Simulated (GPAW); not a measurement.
Effort and miss along a sweep of ecut: K2RbScCl6 (Fm-3m, 10 atoms in the cell)

Cell: a = 7.8930 Å, b = 7.8930 Å, c = 7.8930 Å, α = 60.00°, β = 60.00°, γ = 60.00°.

Computed with PBEsol, GPAW PAW datasets PBEsol (made by gpaw-setup) (plane waves; GPAW).

Base settings: mode = pw; ecut = 850 eV; xc = PBEsol; kpts = 3 3 3; mesh shift (steps) = 0 0 0; occupations.name = fermi-dirac; occupations.width = 0 eV; nbands = -6; convergence.density = 1e-05 e/electron; convergence.energy = 1e-05 eV/electron.

Misses are taken against the tightest run, 1275 eV, which need not be fully converged itself. The energy is the free energy per atom.

The count of work is k-points × plane waves × bands × iterations; it is no time, and leaves out set-up, grids and terms that scale otherwise. Core times come from one kind of shared machine and are given to one figure; runs under 30 s give none.

The starting cell comes from a database of computed structures (which also holds hypothetical and non-ambient phases and stackings), without a prior relaxation at this level.

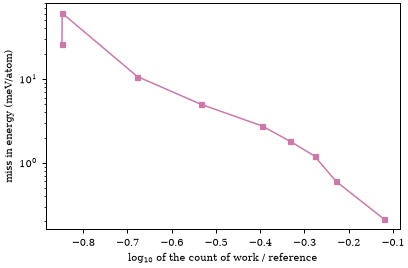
Fig. 1. Miss against the count of work; the reference run is not drawn, and misses under 0.1 meV/atom are drawn there.

| ecut | energy less reference (meV/atom) | pressure less reference (GPa) | count of work / reference | core time / reference (rough) |
|---|---|---|---|---|
| 340 eV | 61.00 | -0.59 | 0.14 | 0.2 |
| 425 eV | 26.06 | -0.35 | 0.14 | 0.2 |
| 510 eV | 10.69 | -0.17 | 0.21 | 0.2 |
| 595 eV | 4.97 | -0.07 | 0.29 | 0.4 |
| 680 eV | 2.75 | -0.03 | 0.40 | 0.4 |
| 765 eV | 1.81 | -0.02 | 0.46 | 0.6 |
| 850 eV | 1.20 | -0.02 | 0.53 | 0.5 |
| 975 eV | 0.60 | -0.01 | 0.59 | 0.6 |
| 1105 eV | 0.21 | -0.01 | 0.76 | 0.8 |
| 1275 eV | 0.00 | 0.00 | 1.0 | 1 |

Coarsest setting among those run that, with all tighter ones, holds the energy within 2 meV/atom of the reference: 765 eV, off by 1.8 meV/atom; its saving against the reference is no more than about a factor of 2 in the count of work.

Coarsest setting among those run that, with all tighter ones, holds the energy within 0.5 meV/atom of the reference: 1105 eV, off by 0.21 meV/atom; its saving against the reference is no more than about a factor of 2 in the count of work.

The step from 340 eV to 850 eV: it takes the miss in the energy from 61 to 1.2 meV/atom, for 3.7 times the count of work and roughly 2 times the time.
